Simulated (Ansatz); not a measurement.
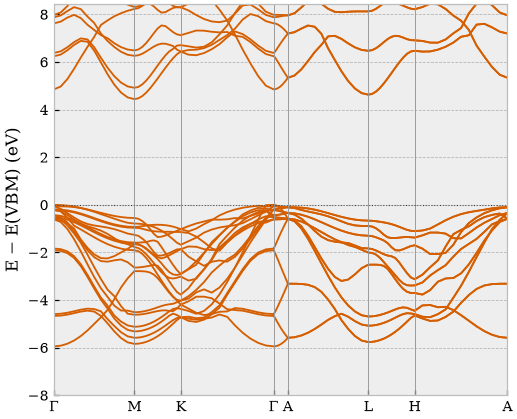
Band structure from DFT-r²SCAN in the program Ansatz with PAW potentials

Question: Read off the gap and where the band edges lie.

Answer: About 4.4 eV (4.44 eV by a search for the band edges); maximum at Γ, minimum at M.

The material is AlN in space group P6_3mc (No. 186; Pearson symbol hP12).

A made-up cell: these elements were put on the sites of a structure type. Its sites differ from those of the usual phase in this space group: another stacking or structure type. Symmetry was held in the r²SCAN relaxation; phonons on a q-mesh show no instability.

Potentials: the later of the program's two PAW sets.
